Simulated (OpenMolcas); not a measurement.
# Mo⁵⁺ among point charges: CASSCF and CASPT2 levels and susceptibility

How does a field of 6 point charges split the states of Mo⁵⁺, and what χT follows?

Program: OpenMolcas 26.06. Level of theory: state-averaged CASSCF and CASPT2, spin-orbit coupling by RASSI with atomic mean-field integrals. These are calculated values, not measurements, unless marked.

**1. What is computed**

* Species: Mo⁵⁺ (molybdenum, Z = 42, 37 electrons)
* Basis: ANO-RCC-VDZP [6s5p3d1f], 43 functions
* Scalar Hamiltonian: DKH2, point nucleus
* Inactive shells: 1s 2s 2p 3s 3p 3d 4s 4p
* Active space: 1 electron in 5 orbitals (4d)
* Some configurations of this space: 4d
* Orbitals: optimised for each spin and parity, averaged over all roots

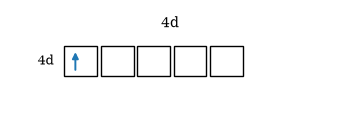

Occupation of the outer shells (arrows by Hund's rule).

The ion sits among 6 point charges of -0.5 e arranged as a trigonal prism (D3h), 1.79 Å from the ion, with a polar angle of 45.7° against the regular 49.1°.

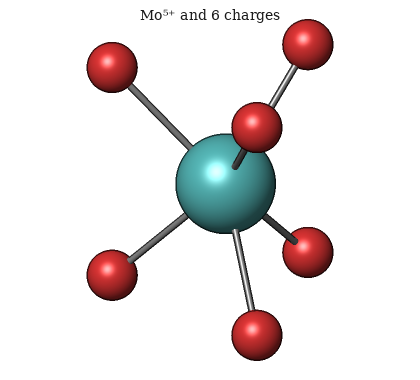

The ion and the point charges (red).

Each step is its own input file, run in one work folder so that later steps find the files of earlier ones. Labels, J, g values, rates, χT and fits are worked out afterwards by a script from the matrices that RASSI stores.

**2. One- and two-electron integrals**

Input file a.inp:

```
&GATEWAY
Coord
1

Mo 0.0 0.0 0.0
Basis=ANO-RCC-VDZP
Group=NoSym
NoMove
AngMom=0.0 0.0 0.0
AMFI
XField
6 Angstrom 0
1.280282 0.000000 1.250990 -0.500000
-0.640141 1.108757 1.250990 -0.500000
-0.640141 -1.108757 1.250990 -0.500000
1.280282 0.000000 -1.250990 -0.500000
-0.640141 1.108757 -1.250990 -0.500000
-0.640141 -1.108757 -1.250990 -0.500000
&SEWARD
```

What it wrote:

```text
Basis set label: MO.ANO-RCC...6S5P3D1F.

      Electronic valence basis set:
      ------------------
      Associated Effective Charge  42.000000 au
      Associated Actual Charge     42.000000 au
      Nuclear Model: Point charge

      Shell  nPrim  nBasis  Cartesian Spherical Contaminant
         s      21       6        X
         p      18       5        X
         d      13       3                 X
         f       6       1                 X
                  Relativistic Douglas-Kroll-Hess integrals:
                    - DKH order of Hamiltonian: 2
                    - DKH order of Properties : 0
                  Atomic mean-field integrals
```

**3. Reference wave functions, doublets, 5 roots**

Input file a.inp:

```
&RASSCF
FileOrb=start.orb
Symmetry=1
Spin=2
nActEl=1 0 0
Inactive=18
Ras2=5
CIRoot=5 5 1
SDav=5
CIMx=300
Iter=120 100
PrWF=0.3
OrbListing=Nothing
MaxOrb=0
>>> COPY $Project.JobIph JOB001
```

start.orb holds the contracted functions of the basis, ordered by shell, or the orbitals of the step before.

What it wrote (excerpt; [...] marks lines left out):

```text
[...]
      Number of active orbitals                  5
[...]
      Spin quantum number                      0.5
[...]
      Active orbitals                            5
[...]
      Number of CSFs                             5
      Number of root(s) required                 5
[...]
      Convergence after  7 iterations
[...]
      Natural orbitals and occupation numbers for root  1
      sym 1:   1.000000   0.000000   0.000000   0.000000   0.000000
      Natural orbitals and occupation numbers for root  2
      sym 1:   0.000000   0.000000   0.000000   0.000000   1.000000
      Natural orbitals and occupation numbers for root  3
      sym 1:   1.000000   0.000000   0.000000   0.000000   0.000000
::    RASSCF root number  1 Total energy:  -4044.98590007
::    RASSCF root number  2 Total energy:  -4044.98590007
::    RASSCF root number  3 Total energy:  -4044.96978539
::    RASSCF root number  4 Total energy:  -4044.96215289
::    RASSCF root number  5 Total energy:  -4044.96215289
```

**4. RASSI: spin-orbit coupling between the states**

Input file a.inp:

```
&RASSI
NrOfJobIphs=1 5
1 2 3 4 5
IphNames
JOB001
EJob
SpinOrbit
DIPRint=1.0
SOCoupling=1000.0
Subsets=2
Property=9
'ANGMOM' 1 'ANGMOM' 2 'ANGMOM' 3 'MLTPL  1' 1 'MLTPL  1' 2 'MLTPL  1' 3
'AMFI' 1 'AMFI' 2 'AMFI' 3
SOProperty=3
'ANGMOM' 1 'ANGMOM' 2 'ANGMOM' 3
```

What it wrote (excerpt; [...] marks lines left out):

```text
SPIN-FREE ENERGIES:
  (Shifted by EMIN (a.u.) =      -4044.9859000706)
 SF State       Relative EMIN(au)   Rel lowest level(eV)    D:o, cm**(-1)      L_eff
     1             0.0000000000        0.0000000000              0.0000         2.0
     2             0.0000000018        0.0000000477              0.0004         2.0
     3             0.0161146831        0.4385028653           3536.7641         2.0
     4             0.0237471774        0.6461936161           5211.9030         2.0
     5             0.0237471802        0.6461936919           5211.9036         2.0
     Dipole printing threshold changed to   1.00000000E+00
[...]
Eigenvalues of complex Hamiltonian:
   -----------------------------------
  (Shifted by EMIN (a.u.) =      -4044.9859000706)
 SO State       Relative EMIN(au)   Rel lowest level(eV)    D:o, cm**(-1)     J-value
     1            -0.0052806748        0.0000000000              0.0000         1.0
     2            -0.0052806748        0.0000000000              0.0000         1.0
     3             0.0045924900        0.2686624995           2166.9092         1.2
     4             0.0045924900        0.2686624995           2166.9092         1.2
     5             0.0124680596        0.4829676661           3895.3969         1.6
     6             0.0124680596        0.4829676661           3895.3969         1.6
     7             0.0250456107        0.8252202678           6655.8503         2.4
     8             0.0250456107        0.8252202678           6655.8503         2.4
     9             0.0267835569        0.8725121916           7037.2854         2.0
    10             0.0267835569        0.8725121916           7037.2854         2.0
Weights of the five most important spin-orbit-free states for each spin-orbit state.
[...]
```

These steps took 1.4 s in all on 1 thread, shared host.

Spin-free states, with their symmetry labels:

```
state  degeneracy  E (cm-1)  free-ion L (%)
   2E           2         0         D (100)
  2A1           1      3537         D (100)
   2E           2      5212         D (100)
```

With spin-orbit coupling:

```csv
E (cm-1),Degeneracy,Label,2S+1,g
0.0,2,E3/2,2,0.00 0.00 2.04
2167,2,E1/2,2,0.00 0.00 6.00
3895,2,E1/2,2,0.80 0.80 1.42
6656,2,E1/2,2,0.58 2.80 2.80
7037,2,E3/2,2,0.00 0.00 3.96
```

Labels of spin-orbit levels are those of the rotation subgroup (D3 for D3h). Principal g values are given for doublets only; a zero marks a field direction without first-order Zeeman splitting.

Powder χT (cm³ K/mol): 0.13 at 2 K, 0.13 at 5 K, 0.13 at 10 K, 0.13 at 20 K, 0.14 at 50 K, 0.15 at 100 K, 0.16 at 150 K, 0.16 at 200 K, 0.17 at 250 K, 0.18 at 300 K.

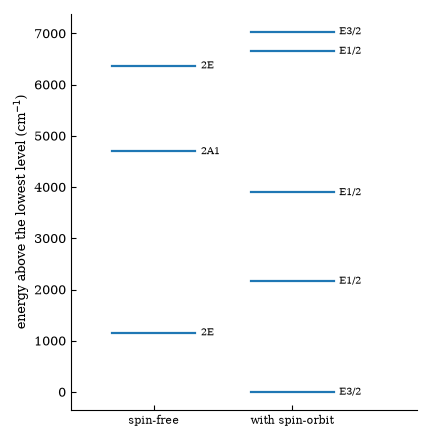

The states in the field without (left) and with (right) spin-orbit coupling.

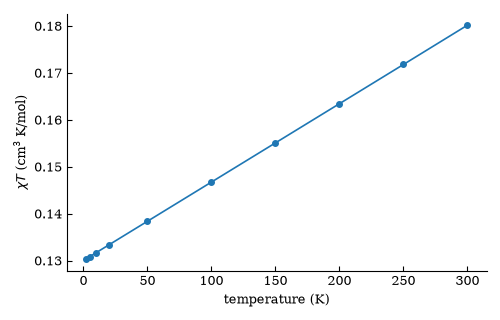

χT against temperature.

Orbitals of the lowest block (energies include the constant potential of the surroundings):

```csv
shell,space,energy (hartree),mean occupation,⟨r²⟩ (bohr²)
1s,inactive,-740.3042,2.000,0.00163
2s,inactive,-108.7511,2.000,0.0277
2p,inactive,-97.2059,6.000,0.0219
3s,inactive,-21.0284,2.000,0.208
3p,inactive,-17.1314,6.000,0.213
3d,inactive,-10.7671,10.000,0.205
4s,inactive,-4.3633,2.000,1.37
4p,inactive,-3.1562,6.000,1.58
4d,RAS2,,1.000,2.46
```

**5. CASPT2: IPEA 0.25, imaginary shift 0.1 (closed shells correlated: 4s 4p)**

Input file a.inp:

```
>>> COPY JOB001 $Project.JobIph
&CASPT2
Multistate=5 1 2 3 4 5
NoMult
Frozen=14
IPEA=0.25
Imaginary=0.1
MaxIter=60
WThr=0.0 0.3 0.05
PrWF=0.5
NoMix
```

What it wrote:

```text
Orbital specifications:
      -----------------------

      Symmetry species                           1
                                                 a
      Frozen orbitals                           14
      Inactive orbitals                          4
      Active orbitals                            5
      Secondary orbitals                        20
      Deleted orbitals                           0
      Number of basis functions                 43
Type of calculation                        SS-CASPT2
      Fock operator                              state-specific
      IPEA shift                                 0.25
      Real shift                                 0.00
      Imaginary shift                            0.10
      The input orbitals will be transformed to quasi-canonical
Reference energy:       -4044.9859000706
      E2 (Non-variational):      -0.1659251502
      Shift correction:          -0.0000759255
      E2 (Variational):          -0.1660010757
      Total energy:           -4045.1519011463
      Residual norm:              0.0000001346
      Reference weight:           0.96661
      Contributions to the CASPT2 correlation energy
      Active & Virtual Only:          0.0000000000
      One Inactive Excited:          -0.0358995109
      Two Inactive Excited:          -0.1300256393
Reference energy:       -4044.9859000689
      E2 (Non-variational):      -0.1664994007
      Shift correction:          -0.0000770404
      E2 (Variational):          -0.1665764411
      Total energy:           -4045.1524765100
      Residual norm:              0.0000001375
      Reference weight:           0.96634
      Contributions to the CASPT2 correlation energy
      Active & Virtual Only:          0.0000000000
      One Inactive Excited:          -0.0364634719
      Two Inactive Excited:          -0.1300359289
::    CASPT2 Root  1     Total energy:  -4045.15190115
::    CASPT2 Root  2     Total energy:  -4045.15247651
::    CASPT2 Root  3     Total energy:  -4045.13601329
::    CASPT2 Root  4     Total energy:  -4045.12829822
::    CASPT2 Root  5     Total energy:  -4045.12829798
```

This run: 0.62 s of run time, 1 thread, shared host.

SS-CASPT2: lowest energy less the reference's lowest, -0.1663 hartree; reference weights 0.966 to 0.967.

States without spin-orbit coupling:

| state | degeneracy | E (cm-1) | free-ion L (%) |
| --- | --- | --- | --- |
| 2E | 2 | 0 | D (100) |
| 2A1 | 1 | 3550 | D (100) |
| 2E | 2 | 5243 | D (100) |

With spin-orbit coupling:

```tsv
E (cm-1)	Degeneracy	Label	2S+1	g
0	2	E3/2	2	0.00 0.00 2.04
2170	2	E1/2	2	0.00 0.00 6.00
3910	2	E1/2	2	0.79 0.79 1.43
6680	2	E1/2	2	0.57 2.79 2.79
7070	2	E3/2	2	0.00 0.00 3.96
```

Powder χT (cm³ K/mol): 0.13 at 2 K, 0.13 at 5 K, 0.13 at 10 K, 0.13 at 20 K, 0.14 at 50 K, 0.15 at 100 K, 0.16 at 150 K, 0.16 at 200 K, 0.17 at 250 K, 0.18 at 300 K.

**6. The methods side by side**

A. CASSCF
B. SS-CASPT2, IPEA 0.25, imaginary shift 0.1 (closed shells correlated: 4s 4p)

```csv
method,ground state,first state of that spin (cm-1),first gap with spin-orbit (cm-1),χT at 300 K
A,2E,2A1 3537,2166.9,0.18
B,2E,2A1 3550,2166.2,0.18
```

**7. Outcome**

| quantity | value |
| --- | --- |
| method | SS-CASPT2, IPEA 0.25, imaginary shift 0.1 (closed shells correlated: 4s 4p) |
| spin-free ground state | 2E, 2-fold in its orbital part |
| first state of the same spin within the active space | 2A1 at 3550 cm⁻¹ |
| lowest level | 2-fold E3/2, g = 0.00, 0.00, 2.04 |
| next level | 2166.2 cm⁻¹ |
| χT at 300 K | 0.18 cm³ K/mol |
| effective moment at 300 K | 1.20 μB |

Cost by method:

```
                                              method  time of its own steps  time with the reference
                                           A. CASSCF                  1.4 s                    1.4 s
B. SS-CASPT2, IPEA 0.25, imaginary shift 0.1, +4s 4p                 0.62 s                      2 s
```

Times are of one thread on a shared host.

In words: The spin-free ground state (2E) comes to 100 % from free-ion D terms and keeps the highest spin of the shell. χT at 300 K is 0.18, against 0.38 cm³ K/mol for the spin alone, so orbital moment lowers it. CASPT2 does not keep the components of a term degenerate, and the means are used. The field of point charges can differ much from that of real complexes. This is an electrostatic model: the charges have no orbitals.
